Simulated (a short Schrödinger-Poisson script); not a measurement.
System: symmetric double-gate stack, SiO2 on p-type Si(100), at 77 K.

| layer | material | thickness (nm) | Na (cm⁻³) |
|---|---|---|---|
| 1 | SiO2 | 0.9 | - |
| 2 | Si | 3 | 5e16 |
| 3 | SiO2 | 0.9 | - |

The device is made up for the run: typed textbook-type constants, with dimensions and the other settings drawn at random. SiO2: permittivity 3.9, conduction-band edge (eV) 3.15, gap (eV) 9, electron mass (mₑ) 0.5. Si: permittivity 11.7, conduction-band edge (eV) 0, gap (eV) 1.124, Nv at 300 K (cm⁻³) 3.1e19.

Channel valleys (confinement mass, in-plane density-of-states mass, number): Δ2 0.916, 0.19, 2; Δ4 0.19, 0.417, 4. At the gates, both at one voltage, the conduction-band edge of layer 1 lies 3.33 eV − eVg above the Fermi level of the channel. Gaps are held at their typed values at every temperature. Mesh 0.03 nm at interfaces.

From a short Schrödinger-Poisson script (our own, NumPy): 1D Poisson equation in equilibrium, electrons quantum, Hartree (BenDaniel-Duke, 12 states a valley, the channel's in-plane mass for all, wave functions free to enter the dielectric), parabolic valleys, classical holes, full ionisation, no traps, pinning or gate leakage.

Only gate voltages with over 1e8 electrons/cm² are shown.

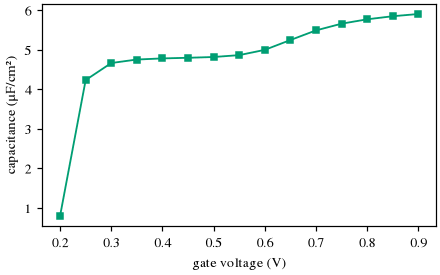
Quasi-static capacitance against gate voltage

| Vg (V) | electrons (cm⁻²) | C (μF/cm²) | Δ2 E0 (meV) | Δ2 E1 (meV) | Δ4 E0 (meV) | Δ4 E1 (meV) |
|---|---|---|---|---|---|---|
| 0.2 | 3.63e10 | 0.793 | 22.2 | 144.5 | 118.2 | 537.7 |
| 0.25 | 9.56e11 | 4.23 | -2.6 | 118.2 | 92.9 | 510.6 |
| 0.3 | 2.36e12 | 4.67 | -14.1 | 104.5 | 80.7 | 495.6 |
| 0.35 | 3.84e12 | 4.76 | -24.0 | 92.4 | 70.2 | 482.2 |
| 0.4 | 5.32e12 | 4.78 | -33.5 | 80.7 | 60.0 | 469.2 |
| 0.45 | 6.82e12 | 4.80 | -42.9 | 69.1 | 50.0 | 456.2 |
| 0.5 | 8.32e12 | 4.82 | -52.3 | 57.5 | 39.9 | 443.4 |
| 0.55 | 9.83e12 | 4.87 | -61.6 | 46.2 | 30.1 | 430.7 |
| 0.6 | 1.14e13 | 5.00 | -70.3 | 35.3 | 20.8 | 418.7 |
| 0.65 | 1.30e13 | 5.25 | -77.6 | 25.9 | 12.9 | 408.0 |
| 0.7 | 1.46e13 | 5.49 | -83.0 | 18.4 | 6.9 | 399.2 |
| 0.75 | 1.64e13 | 5.66 | -87.0 | 12.4 | 2.5 | 391.8 |
| 0.8 | 1.82e13 | 5.77 | -89.9 | 7.3 | -1.1 | 385.5 |
| 0.85 | 2.00e13 | 5.85 | -92.4 | 2.9 | -4.0 | 379.7 |
| 0.9 | 2.18e13 | 5.91 | -94.4 | -1.2 | -6.5 | 374.4 |

Subbands count from the Fermi level. The capacitance is that of both gates.
